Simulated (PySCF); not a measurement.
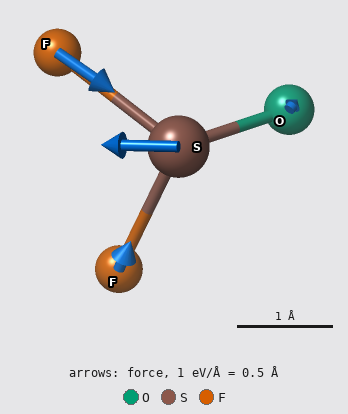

Starting geometry of SOF₂ with the computed forces as blue arrows. Style: ball-and-stick. Shown face on.

The start comes from GFN2-xTB. Its atoms were then displaced at random by about 0.01 Å.

Level of theory: PBE0-D3(BJ)/def2-SVP geometry optimisation, gas phase in PySCF 2.14.0, density-fitted response routines. 

Is this structure relaxed? If not, where do the atoms go?

Answer. It isn't relaxed: the largest force vector, on the S atom, is 1.75 eV/Å. The final displacements follow the starting forces only in part (cosine between the two patterns 0.76). After 5 geometry steps the energy has fallen by 0.069 eV. The atom that moves furthest after the best rigid fit is an F atom (0.055 Å). By element the largest moves are F 0.055 Å, O 0.028 Å, S 0.022 Å. Some distances before and after: F–S 1.681 → 1.616 Å, F–S 1.642 → 1.616 Å, O–S 1.431 → 1.437 Å.
